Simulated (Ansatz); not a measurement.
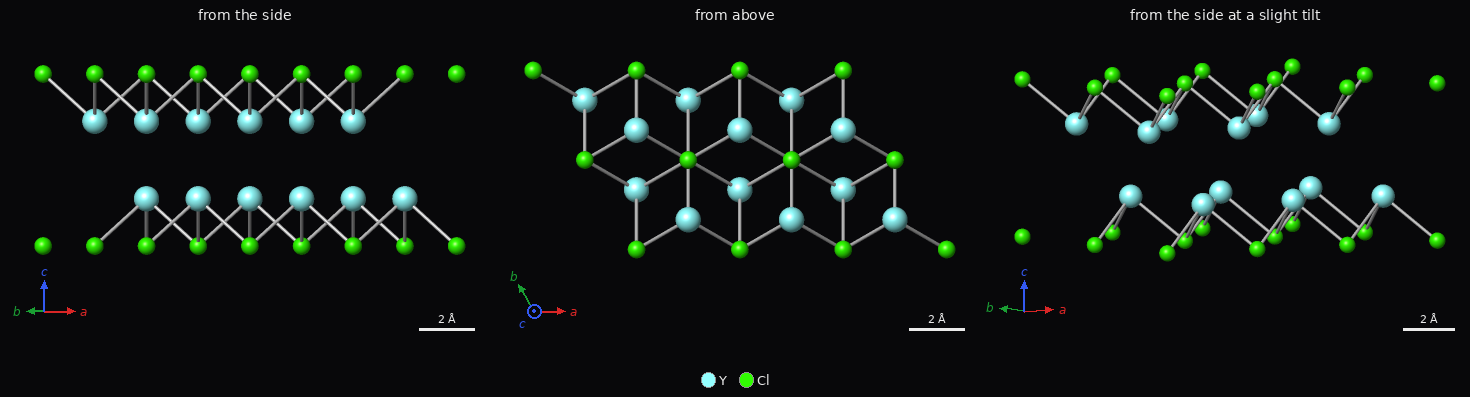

A ball-and-stick picture of a periodic slab, seen from the side, from above and from the side at a slight tilt. The surface normal points up in side views; the vacuum is left out. 3×2 cells are drawn in the plane, with atoms at the edges repeated.

The cell holds 2 Y, 2 Cl.

Question: Which species face the vacuum on either side?

Answer: The top face ends in Cl, the bottom face in Cl. The two faces are alike.

Question: How far apart are the outermost atoms along the normal?

Answer: About 6 Å from the lowest to the highest atom.

Question: What is the stacking of atomic planes, top to bottom?

Answer: Four planes: Cl / Y / Y / Cl.

Question: Describe the bonding.

Answer: About every Y there are three Cl in a trigonal pyramidal arrangement at about 2.8 Å. The coordination shell of Cl holds three Y in a trigonal pyramidal arrangement at about 2.8 Å. The bonds build YCl layers parallel to the surface.

The model was built from a structure type filled with these elements by a generator (whether the compound takes this form wasn't checked). The final geometry of a relaxation with Ansatz 0.2.0, DFT PBE, scalar-relativistic, plane waves, PAW is shown.
